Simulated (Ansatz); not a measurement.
CH₁₀BNSi: several calculations on one system

### Relaxation

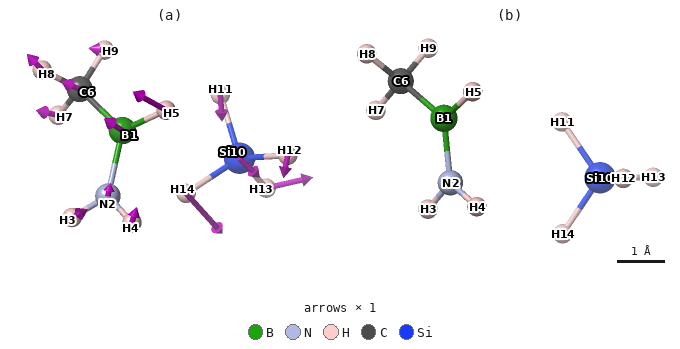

The structure of CH₁₀BNSi before (left) and after (right) a relaxation, at one scale. The purple arrows give the displacements, at their true length.

Style: ball-and-stick. Shown at a tilt.

The run prepares an end point of a later path (reaction) calculation, from a guessed geometry.

All numbers below come from RHF/6-31G* (Ansatz 0.2.0). (no spin polarisation; force threshold 0.03 eV/Å; at most 50 steps)

Describe what moved and what it gained.

Answer. H14 moves most after the best rigid fit: 1.60 Å. Largest moves by element: H 1.60 Å, Si 0.70 Å, B 0.58 Å, C 0.51 Å, N 0.30 Å. Near-neighbour distances that change, for instance: B1–N2 1.465 → 1.397 Å, Si10–H14 1.465 → 1.476 Å, Si10–H12 1.479 → 1.475 Å. Bond angles that change, for instance: B1–C6–H9 112.9° → 110.2°, B1–C6–H8 108.4° → 110.7°, H5–B1–C6 122.6° → 120.6°. Groups turn about B1–C6 by about 35°. The energy falls by 0.564 eV in 23 accepted moves (30 points after the start). Largest force component: 2.4 eV/Å at the start, 0.011 eV/Å at the end. The line search rejected the trial steps at points 5, 7, 11, 21, 25, 28, 29 of the run. The forces were under the threshold at step 14, but the run went on from there.

Limits of the set-up: the start holds two separate molecules, 2.3 Å apart at their closest, whose relative position is a soft coordinate and is computed without a dispersion correction; Hartree-Fock leaves out electron correlation.

### Relaxation

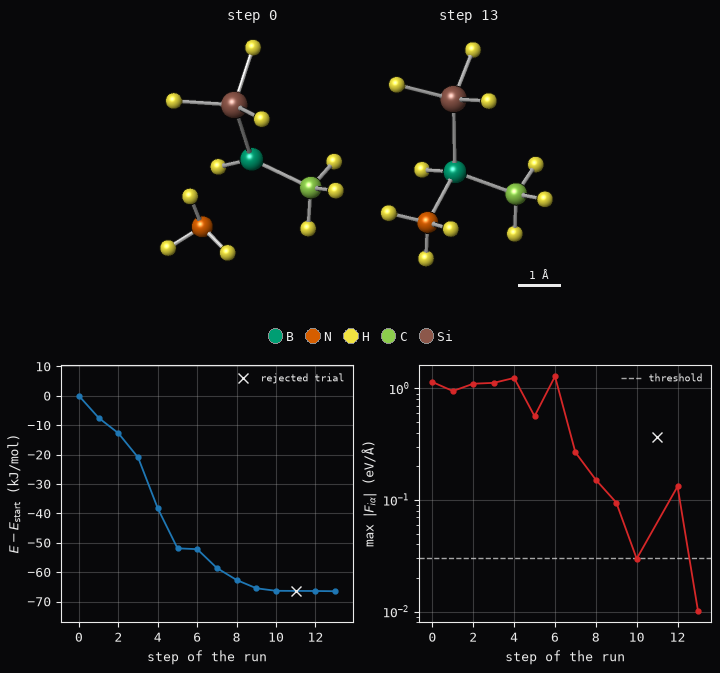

First and last geometry of a relaxation of CH10BNSi, with the history of the run. A ball-and-stick model, seen from a free direction.

The run prepares an end point of a later path (reaction) calculation, from a guessed geometry.

Method: RHF/6-31G* (Ansatz 0.2.0).

The input:
```yaml
crystal:
  periodic: [false, false, false]
  atoms:
    - { symbol: B, position_ang: [-0.083712, -0.573849, -0.407057] }
    - { symbol: "N", position_ang: [0.082884, -0.000835, 2.26816] }
    - { symbol: H, position_ang: [-0.770266, 0.282583, 2.71239] }
    - { symbol: H, position_ang: [0.812841, 0.61475, 2.574461] }
    - { symbol: H, position_ang: [0.88459, 0.04212, -0.741391] }
    - { symbol: C, position_ang: [-1.489279, 0.04425, -0.799056] }
    - { symbol: H, position_ang: [-2.339459, -0.354689, -0.253002] }
    - { symbol: H, position_ang: [-1.505122, 1.127632, -0.722963] }
    - { symbol: H, position_ang: [-1.65444, -0.188595, -1.854294] }
    - { symbol: Si, position_ang: [0.145371, -2.383354, 0.361384] }
    - { symbol: H, position_ang: [0.136055, -3.445881, -0.679937] }
    - { symbol: H, position_ang: [1.421499, -2.54216, 1.104447] }
    - { symbol: H, position_ang: [-0.936139, -2.738233, 1.317775] }
    - { symbol: H, position_ang: [0.308178, -0.942539, 2.605183] }
basis:
  gaussian: { orbitals: "6-31G*" }
hamiltonian:
  xc: hf
relax:
  f_tol: 0.03
  max_steps: 50
```

Launched with:
```bash
ansatz run input.yaml --threads 1 --pin off --max-ram 2048MiB --backend cpu --events-out ev --progress --plain --runs-dir out
```

Question: Did the run converge, and what did it change?

Answer: It converged. Over 12 accepted moves (13 points after the start) the energy falls by 66.5 kJ/mol. Largest force component: 1.1 eV/Å at the start, 0.01 eV/Å at the end. The line search rejected the trial step at point 11 of the run. The forces were under the threshold at step 10, but the run went on from there. The atom that moves furthest after the best rigid fit is H4 (1.22 Å). Largest moves by element: H 1.22 Å, B 0.64 Å, N 0.48 Å, C 0.37 Å, Si 0.21 Å. Some distances before and after: B1–N2 2.741 → 1.695 Å, B1–Si10 1.979 → 2.060 Å, B1–C6 1.585 → 1.623 Å, N2–H14 1.025 → 1.005 Å. New bonds form, among them: B1–N2 (2.74 → 1.69 Å). Among the angles between lasting bonds that change: H5–B1–Si10 119.1° → 110.7°, C6–B1–Si10 123.7° → 115.7°, B1–C6–H9 106.8° → 110.3°. The run took 31 s on 1 thread of Arm Neoverse V2, with other jobs on the host, peak memory 0.15 GiB.

Limits of the set-up: the start holds two separate molecules, 2.5 Å apart at their closest, whose relative position is a soft coordinate and is computed without a dispersion correction; Hartree-Fock leaves out electron correlation.

### Path

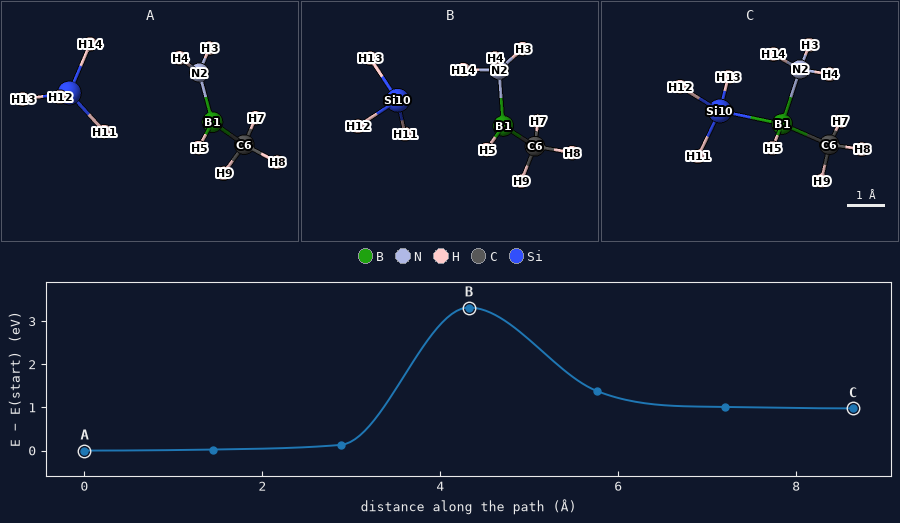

NEB run on CH$_{10}$BNSi, made up at the start of CH$_{6}$BN and SiH$_{4}$. Images are numbered from 0 (start) to 6 (end). Frames A to C are images 0, 3, 6. A ball-and-stick model, seen from a free direction.

Method: RHF/6-31G* in Ansatz 0.2.0. Run with 5 movable images; climbing image; force threshold 0.05 eV/Å; iteration limit 60; starting path through a guess of the saddle point.

### Read off the barrier and say what moves.

The highest point, image 3, lies 3.32 eV above the start and 2.34 eV above the end; the end is at +0.98 eV relative to the start. Breaking: Si10–H14 (1.48 → 2.28 at the top → 3.16 Å). Forming: B1–Si10 (4.38 → 3.29 at the top → 2.06 Å), N2–H14 (3.77 → 1.10 at the top → 1.00 Å). The band converged in 41 iterations. The largest component of the band force went from 16 to 0.046 eV/Å. The climbing image converged on the top of the path. Its vibrational analysis gives 2 imaginary modes over 30i cm⁻¹, so it isn't confirmed as a transition state.

Limits of the set-up: the start holds two separate molecules, 3.5 Å apart at their closest, whose relative position is a soft coordinate and is computed without a dispersion correction; Hartree-Fock leaves out electron correlation.

Cost: 5.4 min on 1 thread of Arm Neoverse V2 (shared host), peak memory 0.15 GiB.
